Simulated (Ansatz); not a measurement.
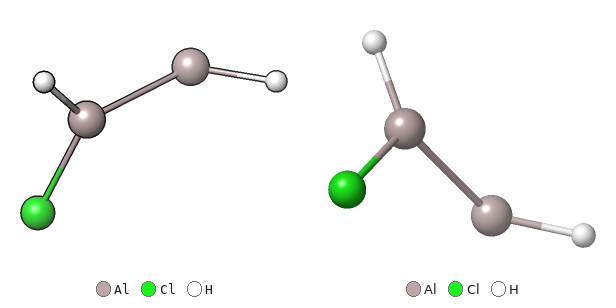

Both panels show the same species.

State: neutral, doublet. The computed structure is the end point of a PBE0-D4/def2-TZVP optimisation. No frequency run is at hand to confirm it as a minimum.

> Give the formula.

Al₂ClH₂, 5 atoms: 2 aluminium, 1 chlorine and 2 hydrogen.

> Which point group does it belong to?

C1.
